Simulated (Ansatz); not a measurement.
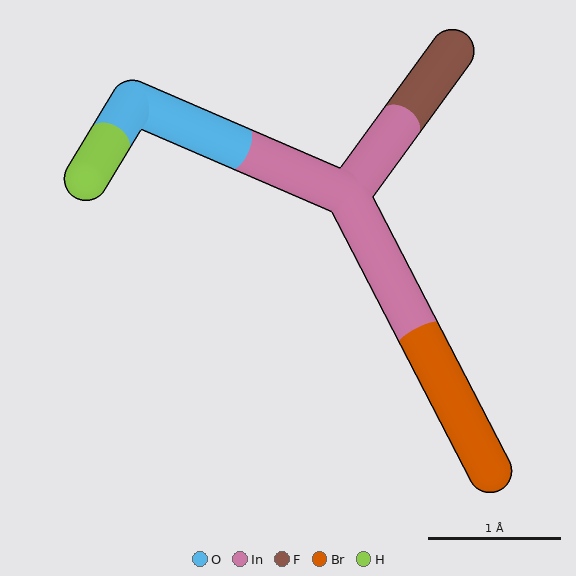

Every bond is drawn as one stick, whatever its order.

The computed structure is the end point of a PBE0-D4/def2-TZVP optimisation.

> What is the molecular formula?

BrFHInO, 5 atoms: 1 bromine, 1 fluorine, 1 hydrogen, 1 indium and 1 oxygen.

> How many sets of symmetry-equivalent atoms are there?

5: 1 O, 1 In, 1 F, 1 Br, 1 H.

> How many bonds of each kind are drawn?

1 In–O, 1 F–In, 1 Br–In, 1 O–H.

> Give a SMILES string for it.

[OH][In]([F])[Br]

More results for the same structure follow; atom numbers are the same in all pictures, views and colours differ.

**Thermal motion**

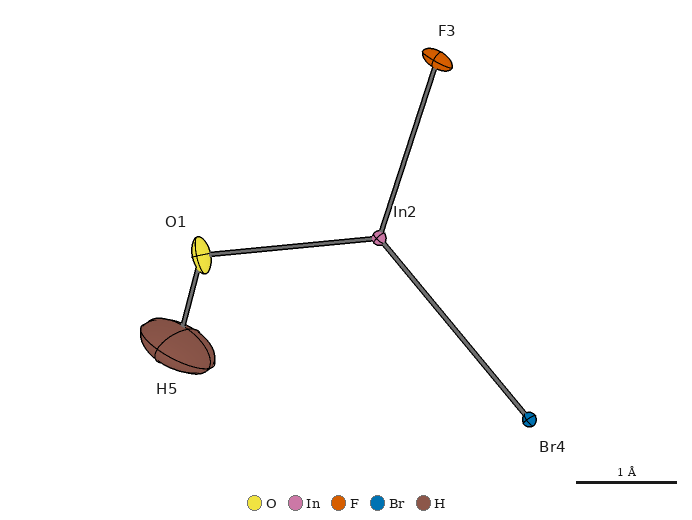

Displacement ellipsoids at the 50 % level, enlarged 1.5 times, from the internal vibrations of the free molecule (harmonic, no overall translation or rotation; no half-axis is drawn under 0.075 Å). Vibrations computed with RKS PBE0-D4/def2-TZVP, core potentials on In (Ansatz 0.2.0). Temperature: 0 K (zero-point motion alone).

Give the displacement parameters, one line for each set of equivalent atoms.

```json
{"atom": "O1", "U_eq (Å²)": "0.0038", "rms amplitudes (Å)": "0.041, 0.054, 0.082"}
{"atom": "In2", "U_eq (Å²)": "0.00038", "rms amplitudes (Å)": "0.017, 0.020, 0.021"}
{"atom": "F3", "U_eq (Å²)": "0.0031", "rms amplitudes (Å)": "0.038, 0.044, 0.077"}
{"atom": "Br4", "U_eq (Å²)": "0.00035", "rms amplitudes (Å)": "0.009, 0.020, 0.024"}
{"atom": "H5", "U_eq (Å²)": "0.0300", "rms amplitudes (Å)": "0.088, 0.173, 0.229"}
```

**Charges**

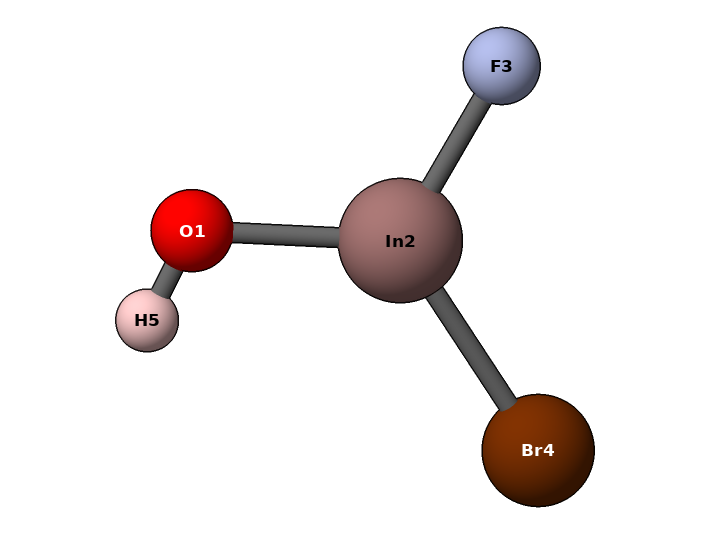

The questions are on Mulliken charges. Properties computed with RKS ωB97M-V/def2-TZVPP, core potentials on In (Ansatz 0.2.0).

> Which atom carries the highest charge (most positive or least negative)?

In2 (1.04 e).

> And the lowest?

O1 (−0.47 e).

Give the Mulliken charges atom by atom.

| atom | value (e) |
| --- | --- |
| O1 | −0.47 |
| In2 | 1.04 |
| F3 | −0.46 |
| Br4 | −0.28 |
| H5 | 0.18 |

**Vibrations**

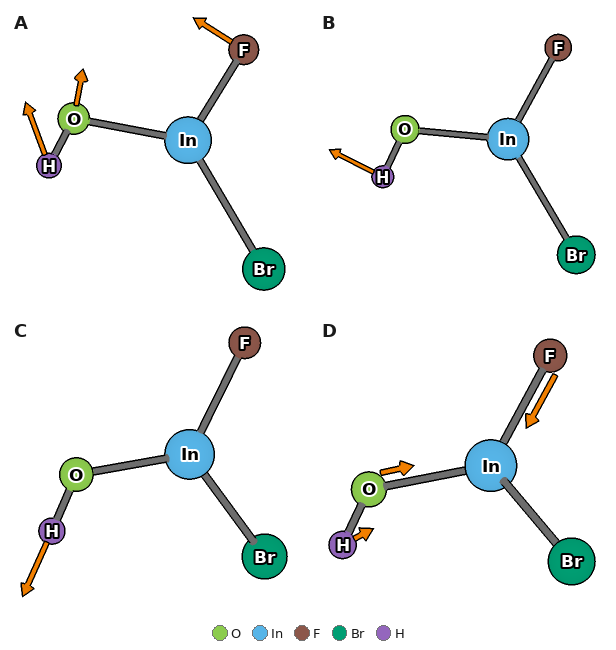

4 normal modes of one molecule or complex, as arrows. Harmonic vibrations computed with RKS PBE0-D4/def2-TZVP, core potentials on In (Ansatz 0.2.0) at a stationary point of the same level.

> Match the panels to the wavenumbers 128 cm⁻¹, 607 cm⁻¹, 848 cm⁻¹, 3876 cm⁻¹.

A: 128 cm⁻¹, F–In–O bending
B: 848 cm⁻¹, H–O–In bending
C: 3876 cm⁻¹, O–H stretching
D: 607 cm⁻¹, In–F stretching

**Dipole moment**

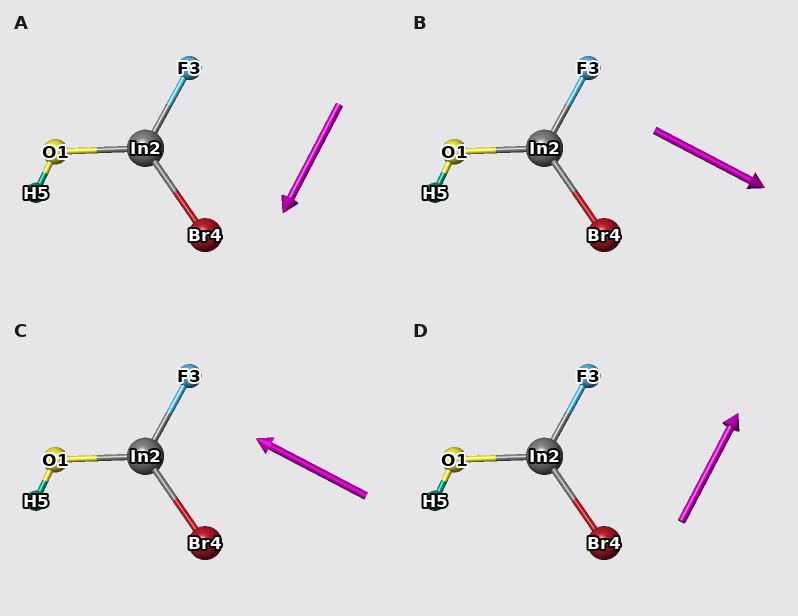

The same molecule four times, each with an arrow. Method: RKS ωB97M-V/def2-TZVPP, core potentials on In (Ansatz 0.2.0).

> Which arrow points along the dipole moment, from the negative to the positive end?

A. The dipole moment is 2.50 D; it points from the side of F3 to the side of H5 (the outermost atoms at the two ends).

Mulliken values depend strongly on the basis set and can even reverse the polarity of a bond.
